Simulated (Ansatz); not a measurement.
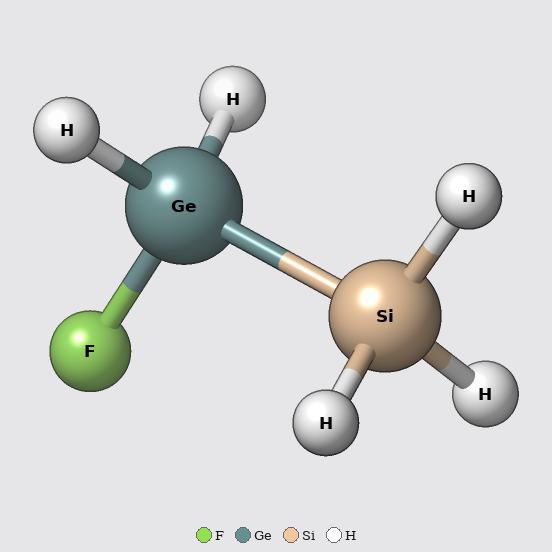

A ball-and-stick model of a molecule.

Computed geometry: PBE0-D4/def2-TZVP optimisation.

What does the picture show?

It has 8 atoms: 1 fluorine, 1 germanium, 5 hydrogen and 1 silicon (FGeH₅Si). SMILES: `[F][GeH2][SiH3]`. Among its groups: Si–H bond. This geometry has Cs symmetry. Coordination: 1 Ge tetrahedral; 1 Si tetrahedral.

The parts below concern this one geometry. Atoms keep their numbers from picture to picture.

Shape

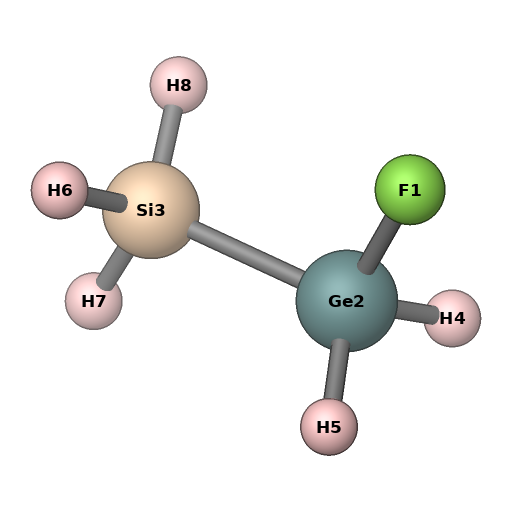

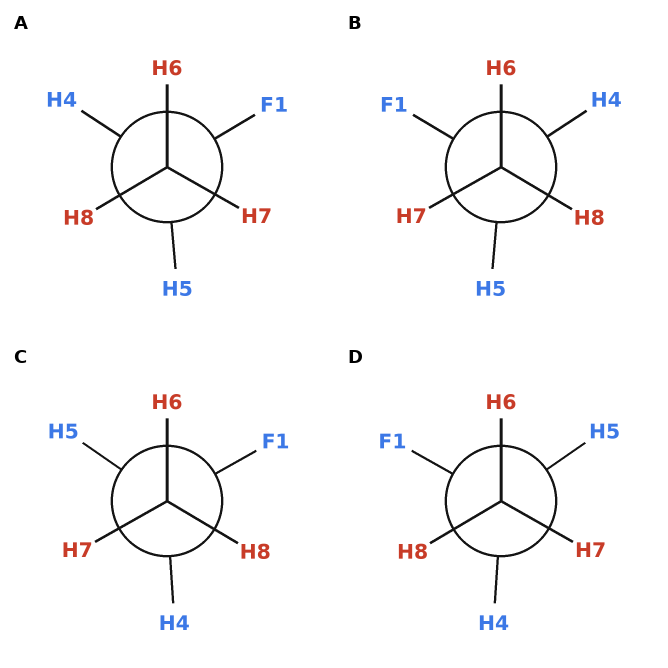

Depth is shown by fading: the farther an atom, the more it takes the colour of the background. Bonds that would overlap in a projection are set slightly apart.

Question: Which Newman projection shows the view along Si3–Ge2, with Si3 in front?

Answer: D. The torsion angle H6–Si3–Ge2–F1 is −61°, synclinal (gauche).

Levels of theory compared

Program: Ansatz 0.2.0.

Compare vertical IP (eV) at these levels: B2PLYP (frozen core)/def2-TZVPP; B3LYP-D4/def2-TZVPP; PBE-D4/def2-TZVPP; PBE0-D4/def2-TZVPP; r2SCAN-D4/def2-TZVPP; ωB97M-V/def2-TZVPP; ωB97X-V/def2-TZVPP.

```
                          level  vertical IP (eV)
B2PLYP (frozen core)/def2-TZVPP             10.61
            B3LYP-D4/def2-TZVPP             10.60
              PBE-D4/def2-TZVPP             10.28
             PBE0-D4/def2-TZVPP             10.57
           r2SCAN-D4/def2-TZVPP             10.44
             ωB97M-V/def2-TZVPP             10.68
             ωB97X-V/def2-TZVPP             10.70
```

Charges

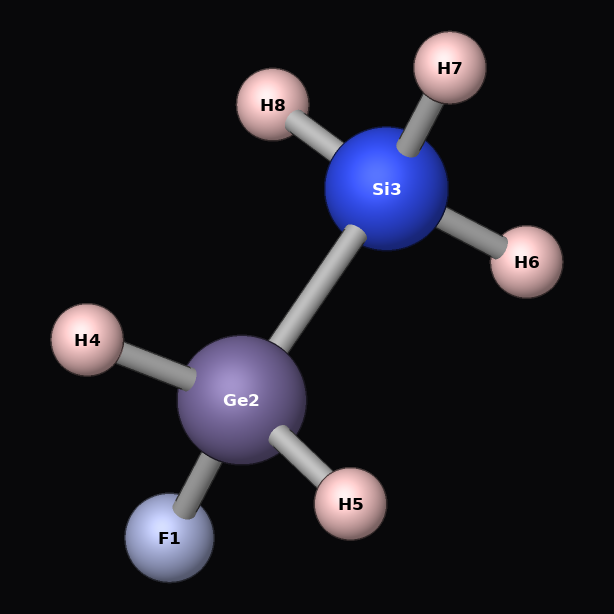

The questions are on Mulliken charges. Method: RKS r2SCAN-D4/def2-TZVPP (Ansatz 0.2.0).

Question: Which atom carries the highest charge (most positive or least negative)?

Answer: Ge2 (0.46 e).

Question: And the lowest?

Answer: F1 (−0.39 e).

List the Mulliken charges.

```json
{"atom": "F1", "value (e)": "−0.39"}
{"atom": "Ge2", "value (e)": "0.46"}
{"atom": "Si3", "value (e)": "0.13"}
{"atom": "H4", "value (e)": "−0.03"}
{"atom": "H5", "value (e)": "−0.03"}
{"atom": "H6", "value (e)": "−0.05"}
{"atom": "H7", "value (e)": "−0.05"}
{"atom": "H8", "value (e)": "−0.05"}
```

Vibrations

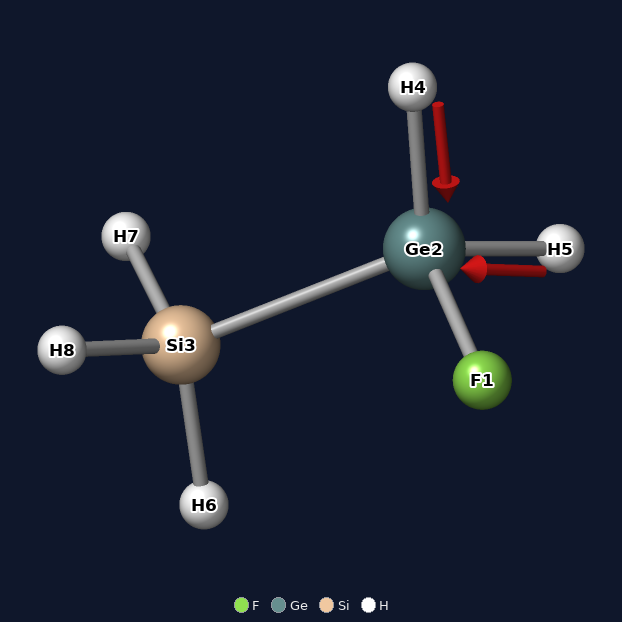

The arrows show one normal mode. Harmonic vibrations computed with RKS PBE0-D4/def2-TZVP (Ansatz 0.2.0) at a stationary point of the same level.

Question: What kind of motion is it?

Answer: Mostly in-phase stretching of 2 Ge–H bonds.

Question: At what wavenumber does it lie?

Answer: 2145 cm⁻¹; it is mode 14 of 18 counted from the lowest.

Mulliken values depend strongly on the basis set and can even reverse the polarity of a bond.
